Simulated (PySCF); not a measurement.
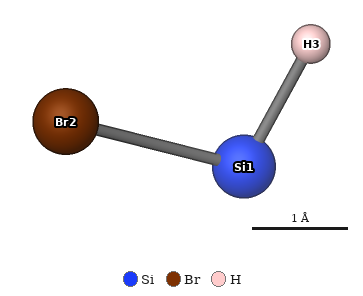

Fig. 1: The structure as given in the input (ball-and-stick view, seen at a tilt; atoms are numbered from 1 in the order of the input). Bond lengths as drawn: Br–Si 2.24 Å and H–Si 1.53 Å.

**SiHBr: geometry relaxation**

- system: SiHBr
- method: SVWN5/3-21G, RKS (PySCF 2.14.0)

The geometry comes from this level: PBE0-D4/def2-TZVP. Figures and captions count atoms from 1; the log counts them from 0 in places.

## Input file (input.py)
```python
# [SiH]Br
from pyscf import gto, dft
from pyscf.geomopt.geometric_solver import kernel as optimise

mol = gto.Mole()
mol.atom = 'Si -0.624700 0.521900 -0.296100; Br 1.340900 0.401500 0.781400; H -0.727100 -0.988300 -0.498600'
mol.charge = 0
mol.max_memory = 1860
mol.basis = '3-21g'
mol.spin = 0
mol.verbose = 3
mol.build()

ks = dft.RKS(mol, xc='svwn')
ks.grids.level = 4
ks.conv_tol = 1e-10
converged, mol_eq = optimise(ks, maxsteps=60, convergence_set='GAU_TIGHT')
print('converged:', converged)
print(mol_eq.tostring())

ks.reset(mol_eq)
mol = mol_eq
ks.kernel()
if not ks.converged:
    ks = ks.newton().run(ks.mo_coeff, ks.mo_occ)
e_final = ks.e_tot
print('E = %.10f Eh' % e_final)
```

Launch command:
```bash
OMP_NUM_THREADS=1 python input.py
```

## Log
```
#|     Arguments passed to driver run_optimizer():      |#
convergence_set           GAU_TIGHT
customengine              <pyscf.geomopt.geometric_solver.PySCFEngine object>
maxiter                   60
----------------------------------------------------------
Custom engine selected.
Bonds will be generated from interatomic distances less than 1.20 times sum of covalent radii
9 internal coordinates being used (instead of 9 Cartesians)
Internal coordinate system (atoms numbered from 1):
Distance 1-2
Distance 1-3
Angle 2-1-3
Translation-X 1-3
Translation-Y 1-3
Translation-Z 1-3
Rotation-A 1-3
Rotation-B 1-3
Rotation-C 1-3
<class 'geometric.internal.Distance'> : 2
<class 'geometric.internal.Angle'> : 1
<class 'geometric.internal.TranslationX'> : 1
<class 'geometric.internal.TranslationY'> : 1
<class 'geometric.internal.TranslationZ'> : 1
<class 'geometric.internal.RotationA'> : 1
<class 'geometric.internal.RotationB'> : 1
<class 'geometric.internal.RotationC'> : 1
> ===== Optimization Info: ====
> Job type: Energy minimization
> Maximum number of optimization cycles: 60
> Initial / maximum trust radius (Angstrom): 0.100 / 0.300
> Convergence Criteria:
> Will converge when all 5 criteria are reached:
>  |Delta-E| < 1.00e-06
>  RMS-Grad  < 1.00e-05
>  Max-Grad  < 1.50e-05
>  RMS-Disp  < 4.00e-05
>  Max-Disp  < 6.00e-05
> === End Optimization Info ===

Geometry optimization cycle 1
Cartesian coordinates (Angstrom)
 Atom        New coordinates             dX        dY        dZ
  Si  -0.624700   0.521900  -0.296100    0.000000  0.000000  0.000000
  Br   1.340900   0.401500   0.781400    0.000000  0.000000  0.000000
   H  -0.727100  -0.988300  -0.498600    0.000000  0.000000  0.000000

WARN: Mole.unit (angstrom) is changed to Bohr

converged SCF energy = -2845.5835615732
--------------- RKS_Scanner gradients ---------------
         x                y                z
0 Si     0.0242735871    -0.0142862400     0.0120680031
1 Br    -0.0262856448     0.0007465766    -0.0144501343
2 H     0.0019776783     0.0134961800     0.0023982818
----------------------------------------------
cycle 1: E = -2845.58356157  dE = -2845.58  norm(grad) = 0.0450672
Step    0 : Gradient = 2.602e-02/3.064e-02 (rms/max) Energy = -2845.5835615732
Hessian Eigenvalues: 5.00000e-02 5.00000e-02 5.00000e-02 ... 1.57229e-01 1.60000e-01 1.68751e-01

Geometry optimization cycle 2
Cartesian coordinates (Angstrom)
 Atom        New coordinates             dX        dY        dZ
  Si  -0.645300   0.530835  -0.306824   -0.020600  0.008935 -0.010724
  Br   1.403114   0.428510   0.817320    0.062214  0.027010  0.035920
   H  -0.767622  -1.022865  -0.524309   -0.040522 -0.034565 -0.025709
converged SCF energy = -2845.58719980223
--------------- RKS_Scanner gradients ---------------
         x                y                z
0 Si     0.0054728098    -0.0024800534     0.0027896068
1 Br    -0.0045620234     0.0009919600    -0.0023993505
2 H    -0.0009260670     0.0014625194    -0.0003719499
----------------------------------------------
cycle 2: E = -2845.5871998  dE = -0.00363823  norm(grad) = 0.00863551
Step    1 : Displace = 5.775e-02/7.632e-02 (rms/max) Trust = 1.000e-01 (=) Grad = 4.986e-03/6.625e-03 (rms/max) E (change) = -2845.5871998022 (-3.638e-03) Quality = 1.099
Hessian Eigenvalues: 4.99981e-02 5.00000e-02 5.00000e-02 ... 1.30390e-01 1.59307e-01 1.74661e-01

Geometry optimization cycle 3
Cartesian coordinates (Angstrom)
 Atom        New coordinates             dX        dY        dZ
  Si  -0.659658   0.539895  -0.314051   -0.014358  0.009059 -0.007227
  Br   1.407635   0.421195   0.818079    0.004521 -0.007315  0.000759
   H  -0.757193  -1.023628  -0.518532    0.010429 -0.000764  0.005777
converged SCF energy = -2845.58737717956
--------------- RKS_Scanner gradients ---------------
         x                y                z
0 Si     0.0011402628     0.0002668730     0.0006555983
1 Br    -0.0010933203     0.0000787212    -0.0005643536
2 H    -0.0000681631    -0.0003634581    -0.0000727460
----------------------------------------------
cycle 3: E = -2845.58737718  dE = -0.000177377  norm(grad) = 0.001861
Step    2 : Displace = 1.362e-02/1.833e-02 (rms/max) Trust = 1.414e-01 (+) Grad = 1.074e-03/1.342e-03 (rms/max) E (change) = -2845.5873771796 (-1.774e-04) Quality = 1.143
Hessian Eigenvalues: 4.99594e-02 5.00000e-02 5.00000e-02 ... 1.06324e-01 1.61660e-01 1.78387e-01

Geometry optimization cycle 4
Cartesian coordinates (Angstrom)
 Atom        New coordinates             dX        dY        dZ
  Si  -0.662329   0.539896  -0.315703   -0.002670  0.000001 -0.001652
  Br   1.410538   0.421338   0.818537    0.002903  0.000143  0.000458
   H  -0.756595  -1.023047  -0.518070    0.000598  0.000581  0.000462
converged SCF energy = -2845.58738526023
--------------- RKS_Scanner gradients ---------------
         x                y                z
0 Si     0.0000965898     0.0001365551     0.0000660094
1 Br    -0.0001034279    -0.0000075154    -0.0000255180
2 H    -0.0000135259    -0.0001456699    -0.0000217081
----------------------------------------------
cycle 4: E = -2845.58738526  dE = -8.08066e-06  norm(grad) = 0.00025615
Step    3 : Displace = 2.454e-03/3.175e-03 (rms/max) Trust = 2.000e-01 (+) Grad = 1.479e-04/1.798e-04 (rms/max) E (change) = -2845.5873852602 (-8.081e-06) Quality = 1.092
Hessian Eigenvalues: 4.92015e-02 5.00000e-02 5.00000e-02 ... 1.00677e-01 1.56401e-01 1.77955e-01

Geometry optimization cycle 5
Cartesian coordinates (Angstrom)
 Atom        New coordinates             dX        dY        dZ
  Si  -0.662518   0.539772  -0.315981   -0.000190 -0.000124 -0.000278
  Br   1.411232   0.421752   0.817909    0.000694  0.000413 -0.000628
   H  -0.756362  -1.022732  -0.517844    0.000233  0.000315  0.000226
converged SCF energy = -2845.58738544442
--------------- RKS_Scanner gradients ---------------
         x                y                z
0 Si    -0.0000067156     0.0000189727    -0.0000025955
1 Br    -0.0000055489    -0.0000119276     0.0000280790
2 H    -0.0000076226    -0.0000235407    -0.0000065394
----------------------------------------------
cycle 5: E = -2845.58738544  dE = -1.84194e-07  norm(grad) = 4.50369e-05
Step    4 : Displace = 3.168e-04/3.985e-04 (rms/max) Trust = 2.828e-01 (+) Grad = 2.600e-05/3.101e-05 (rms/max) E (change) = -2845.5873854444 (-1.842e-07) Quality = 1.172
Hessian Eigenvalues: 3.13815e-02 4.99998e-02 5.00000e-02 ... 1.19468e-01 1.56273e-01 1.82338e-01

Geometry optimization cycle 6
Cartesian coordinates (Angstrom)
 Atom        New coordinates             dX        dY        dZ
  Si  -0.662471   0.539816  -0.316165    0.000048  0.000044 -0.000184
  Br   1.411875   0.422329   0.816908    0.000643  0.000577 -0.001001
   H  -0.756080  -1.022547  -0.517581    0.000283  0.000185  0.000263
converged SCF energy = -2845.58738550051
--------------- RKS_Scanner gradients ---------------
         x                y                z
0 Si    -0.0000272680    -0.0000282170    -0.0000184605
1 Br     0.0000115630    -0.0000135204     0.0000372445
2 H    -0.0000036687     0.0000253365     0.0000003447
----------------------------------------------
cycle 6: E = -2845.5873855  dE = -5.60876e-08  norm(grad) = 6.5113e-05
Step    5 : Displace = 1.051e-04/1.332e-04 (rms/max) Trust = 3.000e-01 (+) Grad = 3.759e-05/4.337e-05 (rms/max) E (change) = -2845.5873855005 (-5.609e-08) Quality = 1.296
Hessian Eigenvalues: 5.27314e-03 4.99997e-02 5.00000e-02 ... 1.16439e-01 1.79030e-01 2.69625e-01

Geometry optimization cycle 7
Cartesian coordinates (Angstrom)
 Atom        New coordinates             dX        dY        dZ
  Si  -0.662030   0.540265  -0.317016    0.000441  0.000449 -0.000850
  Br   1.415176   0.425471   0.811544    0.003301  0.003142 -0.005363
   H  -0.754709  -1.021869  -0.516287    0.001371  0.000679  0.001293
converged SCF energy = -2845.58738568805
--------------- RKS_Scanner gradients ---------------
         x                y                z
0 Si    -0.0000738805    -0.0001520475    -0.0000553836
1 Br     0.0000488583    -0.0000180649     0.0000562536
2 H     0.0000083411     0.0001542634     0.0000189906
----------------------------------------------
cycle 7: E = -2845.58738569  dE = -1.87543e-07  norm(grad) = 0.000248494
Step    6 : Displace = 2.815e-04/3.731e-04 (rms/max) Trust = 3.000e-01 (=) Grad = 1.435e-04/1.779e-04 (rms/max) E (change) = -2845.5873856881 (-1.875e-07) Quality = 0.991
Hessian Eigenvalues: 1.71224e-03 4.99998e-02 5.00000e-02 ... 1.15572e-01 1.79740e-01 3.73441e-01

Geometry optimization cycle 8
Cartesian coordinates (Angstrom)
 Atom        New coordinates             dX        dY        dZ
  Si  -0.660839   0.541523  -0.318849    0.001190  0.001258 -0.001834
  Br   1.422650   0.432824   0.799147    0.007475  0.007352 -0.012398
   H  -0.751734  -1.020659  -0.513453    0.002975  0.001210  0.002834
converged SCF energy = -2845.58738599606
--------------- RKS_Scanner gradients ---------------
         x                y                z
0 Si    -0.0001232405    -0.0002949001    -0.0000944863
1 Br     0.0000899436    -0.0000225315     0.0000740106
2 H     0.0000229429     0.0003033742     0.0000404832
----------------------------------------------
cycle 8: E = -2845.587386  dE = -3.08004e-07  norm(grad) = 0.000468357
Step    7 : Displace = 3.303e-04/4.460e-04 (rms/max) Trust = 3.000e-01 (=) Grad = 2.704e-04/3.333e-04 (rms/max) E (change) = -2845.5873859961 (-3.080e-07) Quality = 0.867
Hessian Eigenvalues: 7.07453e-04 4.99999e-02 5.00000e-02 ... 1.14995e-01 1.80016e-01 4.06868e-01

Geometry optimization cycle 9
Cartesian coordinates (Angstrom)
 Atom        New coordinates             dX        dY        dZ
  Si  -0.658249   0.544324  -0.322385    0.002591  0.002802 -0.003535
  Br   1.437431   0.447796   0.774012    0.014780  0.014972 -0.025135
   H  -0.745904  -1.018628  -0.507911    0.005830  0.002031  0.005542
converged SCF energy = -2845.58738647336
--------------- RKS_Scanner gradients ---------------
         x                y                z
0 Si    -0.0001564436    -0.0004091418    -0.0001185569
1 Br     0.0001219950    -0.0000226499     0.0000759490
2 H     0.0000362406     0.0004234009     0.0000566546
----------------------------------------------
cycle 9: E = -2845.58738647  dE = -4.77307e-07  norm(grad) = 0.000641001
Step    8 : Displace = 2.804e-04/3.888e-04 (rms/max) Trust = 3.000e-01 (=) Grad = 3.701e-04/4.538e-04 (rms/max) E (change) = -2845.5873864734 (-4.773e-07) Quality = 0.725
Hessian Eigenvalues: 6.03281e-04 5.00000e-02 5.00000e-02 ... 1.14472e-01 1.80133e-01 3.40474e-01

Geometry optimization cycle 10
Cartesian coordinates (Angstrom)
 Atom        New coordinates             dX        dY        dZ
  Si  -0.656489   0.546308  -0.324425    0.001760  0.001984 -0.002040
  Br   1.446245   0.457175   0.758505    0.008814  0.009379 -0.015507
   H  -0.742522  -1.017798  -0.504679    0.003381  0.000830  0.003232
converged SCF energy = -2845.587387038
--------------- RKS_Scanner gradients ---------------
         x                y                z
0 Si    -0.0001116826    -0.0003079088    -0.0000832937
1 Br     0.0000903252    -0.0000154803     0.0000478944
2 H     0.0000291001     0.0003194207     0.0000423251
----------------------------------------------
cycle 10: E = -2845.58738704  dE = -5.64636e-07  norm(grad) = 0.000479144
Step    9 : Displace = 2.179e-04/2.685e-04 (rms/max) Trust = 3.000e-01 (=) Grad = 2.766e-04/3.380e-04 (rms/max) E (change) = -2845.5873870380 (-5.646e-07) Quality = 1.197
Hessian Eigenvalues: 7.50828e-04 4.98451e-02 5.00000e-02 ... 1.10559e-01 1.51831e-01 1.81029e-01

Geometry optimization cycle 11
Cartesian coordinates (Angstrom)
 Atom        New coordinates             dX        dY        dZ
  Si  -0.655607   0.547469  -0.325176    0.000881  0.001161 -0.000752
  Br   1.449642   0.461409   0.752038    0.003397  0.004235 -0.006467
   H  -0.741465  -1.018028  -0.503583    0.001057 -0.000229  0.001096
converged SCF energy = -2845.58738749492
--------------- RKS_Scanner gradients ---------------
         x                y                z
0 Si    -0.0000111453    -0.0000457552    -0.0000080482
1 Br     0.0000145799    -0.0000044172     0.0000046346
2 H     0.0000062519     0.0000481083     0.0000068472
----------------------------------------------
cycle 11: E = -2845.58738749  dE = -4.56924e-07  norm(grad) = 7.026e-05
Step   10 : Displace = 5.835e-04/7.654e-04 (rms/max) Trust = 3.000e-01 (=) Grad = 4.056e-05/4.899e-05 (rms/max) E (change) = -2845.5873874949 (-4.569e-07) Quality = 1.057
Hessian Eigenvalues: 7.98224e-04 4.89465e-02 5.00000e-02 ... 1.07272e-01 1.32626e-01 1.80884e-01

Geometry optimization cycle 12
Cartesian coordinates (Angstrom)
 Atom        New coordinates             dX        dY        dZ
  Si  -0.655879   0.547318  -0.324980   -0.000272 -0.000151  0.000196
  Br   1.448446   0.460501   0.753830   -0.001196 -0.000908  0.001792
   H  -0.742001  -1.018296  -0.504059   -0.000536 -0.000268 -0.000476
converged SCF energy = -2845.58738751223
--------------- RKS_Scanner gradients ---------------
         x                y                z
0 Si     0.0000038396     0.0000006905     0.0000034259
1 Br     0.0000036451    -0.0000031919     0.0000005391
2 H     0.0000017101    -0.0000001491     0.0000004875
----------------------------------------------
cycle 12: E = -2845.58738751  dE = -1.7305e-08  norm(grad) = 7.34209e-06
Step   11 : Displace = 1.055e-04/1.429e-04 (rms/max) Trust = 3.000e-01 (=) Grad = 4.239e-06/5.192e-06 (rms/max) E (change) = -2845.5873875122 (-1.730e-08) Quality = 1.125
Hessian Eigenvalues: 7.78998e-04 3.72478e-02 5.00000e-02 ... 1.11228e-01 1.50088e-01 1.81039e-01

Geometry optimization cycle 13
Cartesian coordinates (Angstrom)
 Atom        New coordinates             dX        dY        dZ
  Si  -0.656058   0.547276  -0.325024   -0.000179 -0.000042 -0.000043
  Br   1.448080   0.460444   0.754132   -0.000366 -0.000056  0.000302
   H  -0.742147  -1.018360  -0.504182   -0.000146 -0.000064 -0.000123
converged SCF energy = -2845.58738751462
--------------- RKS_Scanner gradients ---------------
         x                y                z
0 Si     0.0000056856     0.0000071259     0.0000046286
1 Br     0.0000024077    -0.0000031123     0.0000002282
2 H     0.0000010307    -0.0000067978    -0.0000002262
----------------------------------------------
cycle 13: E = -2845.58738751  dE = -2.39561e-09  norm(grad) = 1.29378e-05
```

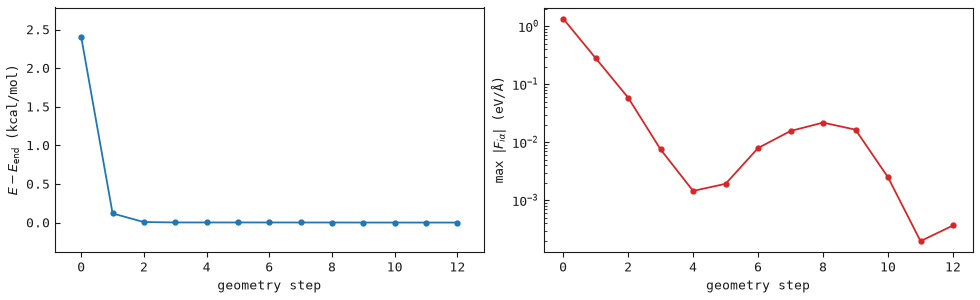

Fig. 2: Progress of the relaxation, step by step (steps are counted from 0).

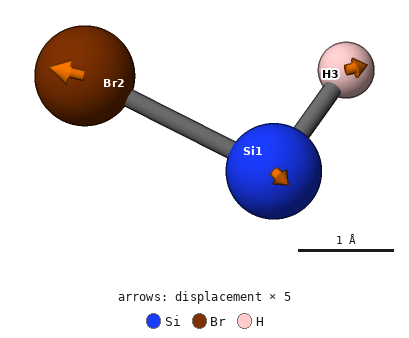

Fig. 3: The starting structure with the displacements as orange arrows, magnified 5 times (ball-and-stick view, seen at a tilt). The two geometries are laid on each other by the best rigid fit. Over 12 geometry steps the energy falls by 2.40 kcal/mol. Largest force component: 1.4 eV/Å at the start, 0.00037 eV/Å at the end. The atom that moves furthest after the best rigid fit is Br2 (0.081 Å). Largest moves by element: Br 0.081 Å, H 0.050 Å, Si 0.046 Å. Distances before and after: Si1–Br2 2.245 → 2.366 Å, Si1–H3 1.527 → 1.578 Å. (Atoms are counted from 1 in the order of the input.)

```
Step   12 : Displace = 1.444e-05/1.974e-05 (rms/max) Trust = 3.000e-01 (=) Grad = 7.470e-06/1.022e-05 (rms/max) E (change) = -2845.5873875146 (-2.396e-09) Quality = 1.175
Hessian Eigenvalues: 7.78998e-04 3.72478e-02 5.00000e-02 ... 1.11228e-01 1.50088e-01 1.81039e-01
Converged! =D

converged: True
Si         -0.65605836        0.54727577       -0.32502367
Br          1.44807987        0.46044446        0.75413186
H          -0.74214694       -1.01836000       -0.50418246
converged SCF energy = -2845.58738751463
E = -2845.5873875146 Eh
```

## Trajectory as extended XYZ (Å, eV, eV/Å), 13 frames, from step=0 to step=12
```
3
Properties=species:S:1:pos:R:3:forces:R:3 step=0 energy=-77432.27339
Si   -0.6247    0.5219   -0.2961   -1.2482   0.7346  -0.6206
Br    1.3409    0.4015    0.7814    1.3517  -0.0384   0.7431
H    -0.7271   -0.9883   -0.4986   -0.1017  -0.6940  -0.1233
3
Properties=species:S:1:pos:R:3:forces:R:3 step=1 energy=-77432.37239
Si   -0.6453    0.5308   -0.3068   -0.2814   0.1275  -0.1434
Br    1.4031    0.4285    0.8173    0.2346  -0.0510   0.1234
H    -0.7676   -1.0229   -0.5243    0.0476  -0.0752   0.0191
3
Properties=species:S:1:pos:R:3:forces:R:3 step=2 energy=-77432.37722
Si   -0.6597    0.5399   -0.3141   -0.0586  -0.0137  -0.0337
Br    1.4076    0.4212    0.8181    0.0562  -0.0040   0.0290
H    -0.7572   -1.0236   -0.5185    0.0035   0.0187   0.0037
3
Properties=species:S:1:pos:R:3:forces:R:3 step=3 energy=-77432.37744
Si   -0.6623    0.5399   -0.3157   -0.0050  -0.0070  -0.0034
Br    1.4105    0.4213    0.8185    0.0053   0.0004   0.0013
H    -0.7566   -1.0230   -0.5181    0.0007   0.0075   0.0011
3
Properties=species:S:1:pos:R:3:forces:R:3 step=4 energy=-77432.37744
Si   -0.6625    0.5398   -0.3160    0.0003  -0.0010   0.0001
Br    1.4112    0.4218    0.8179    0.0003   0.0006  -0.0014
H    -0.7564   -1.0227   -0.5178    0.0004   0.0012   0.0003
3
Properties=species:S:1:pos:R:3:forces:R:3 step=5 energy=-77432.37744
Si   -0.6625    0.5398   -0.3162    0.0014   0.0015   0.0009
Br    1.4119    0.4223    0.8169   -0.0006   0.0007  -0.0019
H    -0.7561   -1.0225   -0.5176    0.0002  -0.0013   0.0000
3
Properties=species:S:1:pos:R:3:forces:R:3 step=6 energy=-77432.37745
Si   -0.6620    0.5403   -0.3170    0.0038   0.0078   0.0028
Br    1.4152    0.4255    0.8115   -0.0025   0.0009  -0.0029
H    -0.7547   -1.0219   -0.5163   -0.0004  -0.0079  -0.0010
3
Properties=species:S:1:pos:R:3:forces:R:3 step=7 energy=-77432.37746
Si   -0.6608    0.5415   -0.3188    0.0063   0.0152   0.0049
Br    1.4226    0.4328    0.7991   -0.0046   0.0012  -0.0038
H    -0.7517   -1.0207   -0.5135   -0.0012  -0.0156  -0.0021
3
Properties=species:S:1:pos:R:3:forces:R:3 step=8 energy=-77432.37747
Si   -0.6582    0.5443   -0.3224    0.0080   0.0210   0.0061
Br    1.4374    0.4478    0.7740   -0.0063   0.0012  -0.0039
H    -0.7459   -1.0186   -0.5079   -0.0019  -0.0218  -0.0029
3
Properties=species:S:1:pos:R:3:forces:R:3 step=9 energy=-77432.37749
Si   -0.6565    0.5463   -0.3244    0.0057   0.0158   0.0043
Br    1.4462    0.4572    0.7585   -0.0046   0.0008  -0.0025
H    -0.7425   -1.0178   -0.5047   -0.0015  -0.0164  -0.0022
3
Properties=species:S:1:pos:R:3:forces:R:3 step=10 energy=-77432.37750
Si   -0.6556    0.5475   -0.3252    0.0006   0.0024   0.0004
Br    1.4496    0.4614    0.7520   -0.0008   0.0002  -0.0002
H    -0.7415   -1.0180   -0.5036   -0.0003  -0.0025  -0.0004
3
Properties=species:S:1:pos:R:3:forces:R:3 step=11 energy=-77432.37750
Si   -0.6559    0.5473   -0.3250   -0.0002   0.0000  -0.0002
Br    1.4484    0.4605    0.7538   -0.0002   0.0002   0.0000
H    -0.7420   -1.0183   -0.5041   -0.0001   0.0000   0.0000
3
Properties=species:S:1:pos:R:3:forces:R:3 step=12 energy=-77432.37750
Si   -0.6561    0.5473   -0.3250   -0.0003  -0.0004  -0.0002
Br    1.4481    0.4604    0.7541   -0.0001   0.0002   0.0000
H    -0.7421   -1.0184   -0.5042   -0.0001   0.0003   0.0000
```

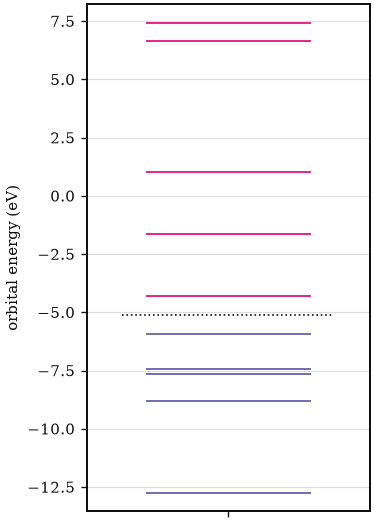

Fig. 4: Orbital energies near the frontier; the dotted line parts filled from empty levels, and levels within 0.02 eV of each other stand side by side. Highest filled −5.94 eV, lowest empty −4.29 eV, 1.65 eV apart.

## Results in brief

```json
{"quantity": "outcome", "value": "converged"}
{"quantity": "total energy", "value": "−2845.587388 hartree"}
{"quantity": "basis functions", "value": "37"}
{"quantity": "HOMO", "value": "−5.94 eV"}
{"quantity": "LUMO", "value": "−4.29 eV"}
{"quantity": "dipole moment", "value": "1.25 D"}
{"quantity": "hardware", "value": "1 thread of Arm Neoverse V1, 24 GiB of memory available, shared host"}
{"quantity": "wall time", "value": "18 s"}
{"quantity": "peak memory", "value": "0.24 GiB"}
```
